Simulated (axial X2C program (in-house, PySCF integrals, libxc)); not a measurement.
ClSi: relativistic diatomic calculation

- system: ClSi, single determinant with M_S = 1/2 and |Λ| = 1.
- method: HF, spin-free X2C-1e, Cl dyall-av3z, Si dyall-v3z (cores contracted) (axial X2C program (in-house, PySCF integrals, libxc))

### Results in brief

```
                    quantity                                                                 value
                     outcome                                                             converged
              bond length rₑ                                                               2.087 Å
                          ωₑ                                                            524.6 cm⁻¹
       energy at the minimum                                                    −750.47322 hartree
   depth below the fragments                                                               2.91 eV
largest ⟨S²⟩ along the curve                                                                  0.76
                    hardware  1 thread of Arm Neoverse V1, 24 GiB of memory available, shared host
                   wall time                                                                 1.6 s
                 peak memory                                                              0.62 GiB
```

### Notes

Hartree–Fock lacks correlation, so it usually binds too weakly.

### Input
```
{"zs": [17, 14], "q": 0, "bas": ["dyall-av3z", "dyall-v3z"], "levels": ["PBE0", "HF", "BLYP"], "cc": true, "r0": 2.15, "thr": -2.0, "nmax": 90, "npts": 10, "nst": 2, "ntry": 6}
```

The line is the task of a batch: nuclear charges, charge, bases, the levels to run, a first guess of the distance and further settings. This report covers HF without spin-orbit coupling. The log is that of the reference distance 2.081 Å.

Launched within a batch (the task file carries these settings):
```bash
python <driver script> task.json out
```

### Log
```
spin-free X2C-1e  HF
basis functions 108  fitting functions 607  grid points 4357
iter        total energy     max residual
   1       -750.458302526     1.26e-01
   2       -750.472465217     5.45e-03
   3       -750.473096217     3.80e-03
   4       -750.473187743     1.45e-03
   5       -750.473205857     4.21e-04
   6       -750.473210850     3.62e-04
   7       -750.473212235     1.32e-04
   8       -750.473212525     6.93e-05
   9       -750.473212576     2.50e-05
  10       -750.473212582     7.12e-06
  11       -750.473212582     3.29e-06
  12       -750.473212582     1.39e-06
converged
one-electron -1159.42470955  Coulomb 396.52831332  exact exchange -48.09780443  xc functional 0.00000000  nuclear repulsion 60.52098808
correlated 11  virtual 167  natural virtual 90  E(MP2) -0.273170945  MP2 remainder -0.007513524
iter   CCSD correlation   residual
   1     -0.285666851   1.23e-01
   2     -0.294527852   4.79e-02
   3     -0.295794450   1.87e-02
   4     -0.295852134   7.27e-03
   5     -0.295912341   1.98e-03
   6     -0.295912434   7.13e-04
   7     -0.295913617   2.55e-04
   8     -0.295916260   9.41e-05
   9     -0.295915535   3.34e-05
  10     -0.295915624   1.25e-05
  11     -0.295915481   4.48e-06
  12     -0.295915488   1.76e-06
(T) -0.013416172817767125  T1 0.0215  D1 0.0402  max T2 0.082
```

### The points of the curve

```tsv
R (Å)	E (hartree)	dipole (D; origin at the first atom, positive when the second is positive)	highest filled (eV)	lowest empty (eV)
1.810	−750.438505	−0.79	−6.91	0.47
1.894	−750.458496	−0.22	−7.17	0.28
1.956	−750.467122	0.22	−7.36	0.14
2.019	−750.471711	0.66	−7.54	0.00
2.081	−750.473213	1.12	−7.72	−0.13
2.154	−750.472064	1.65	−7.93	−0.28
2.227	−750.468636	2.19	−8.13	−0.43
2.320	−750.461953	2.88	−8.37	−0.61
2.435	−750.451625	3.73	−8.66	−0.83
2.601	−750.434641	4.94	−9.05	−1.13
```

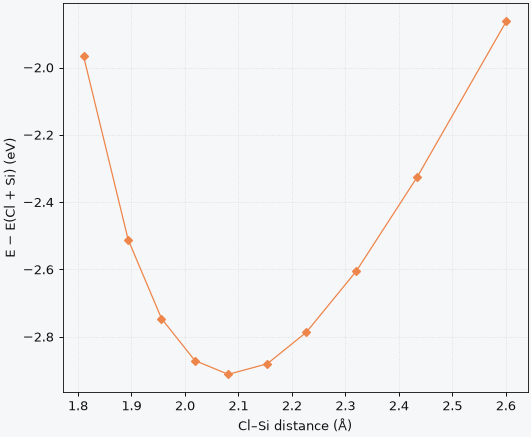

Fig. 1: Energy at 10 bond lengths, for one set of occupations held fixed; the line joins the points. A polynomial of degree 6 through 9 points gives rₑ = 2.087 Å, ωₑ = 524.6 cm⁻¹, ωₑxₑ = 2.1 cm⁻¹ and Bₑ = 0.2490 cm⁻¹. The minimum lies 2.91 eV below Cl + Si, each computed as one determinant at the same level.

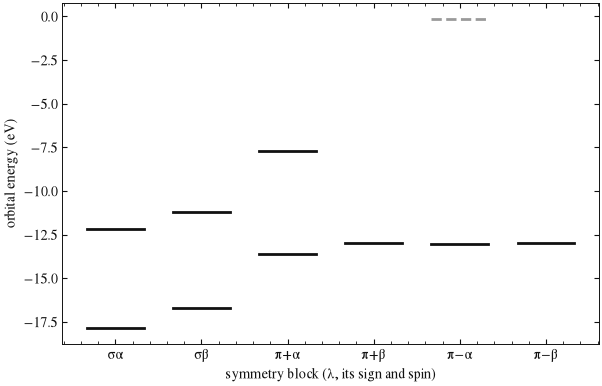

Fig. 2: Orbital energies near the frontier at 2.08 Å, filled (solid) and empty (dashed); a label such as π−α means λ = −1 and α spin. The highest filled orbital (π+α; 78 % Si p, 10 % Cl p) lies at −7.72 eV, the lowest empty one (π−α; 80 % Si p, 8 % Cl d) at −0.13 eV.
